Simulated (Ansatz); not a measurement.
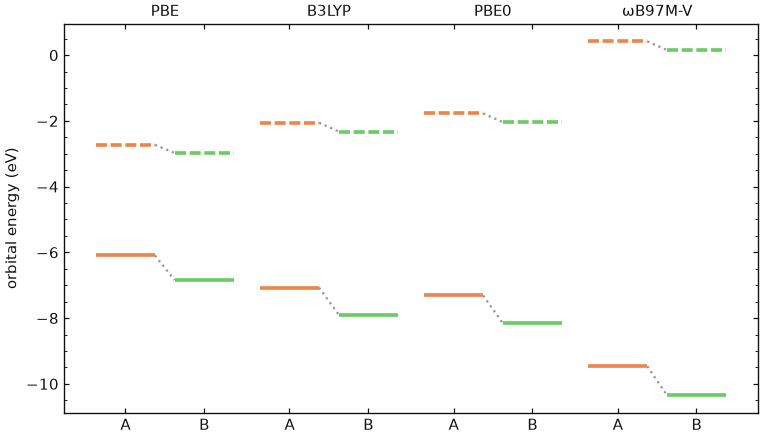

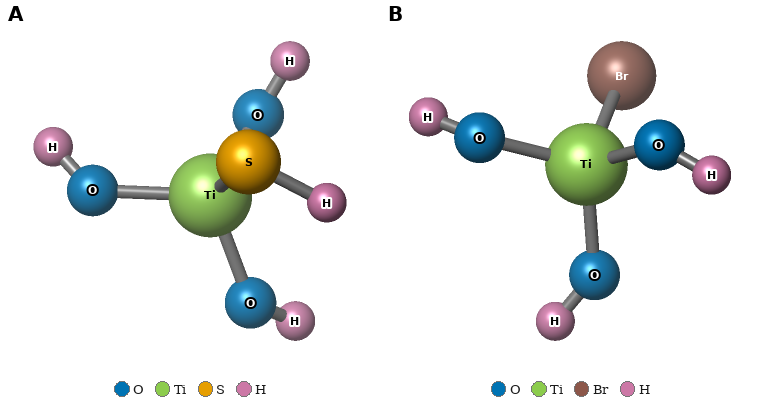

One change: A, TiH₄SO₃ (SMILES [OH][Ti]([OH])([OH])[SH]), becomes B, TiH₃O₃Br (SMILES [OH][Ti]([OH])([OH])[Br]). SH on Ti is replaced by Br. HOMO (solid) and LUMO (dashed) computed in def2-TZVPP at PBE0-D4/def2-TZVP geometries, both minima by their frequencies, gas phase, the Ansatz code. Empty levels above zero depend strongly on the basis.

### What does the change do to HOMO and LUMO?

PBE: the HOMO falls by 0.75 eV, the LUMO falls by 0.25 eV, and the separation goes from 3.37 to 3.87 eV. B3LYP: the HOMO falls by 0.82 eV, the LUMO falls by 0.27 eV, and the separation goes from 5.02 to 5.57 eV. PBE0: the HOMO falls by 0.85 eV, the LUMO falls by 0.27 eV, and the separation goes from 5.54 to 6.12 eV. ωB97M-V: the HOMO falls by 0.88 eV, the LUMO falls by 0.27 eV, and the separation goes from 9.88 to 10.50 eV.

### Do the functionals agree on the effect?

They agree on the direction for both levels; the HOMO shift lies between −0.88 and −0.75 eV and the LUMO shift between −0.27 and −0.25 eV, while the separations themselves differ by up to 6.6 eV between functionals.
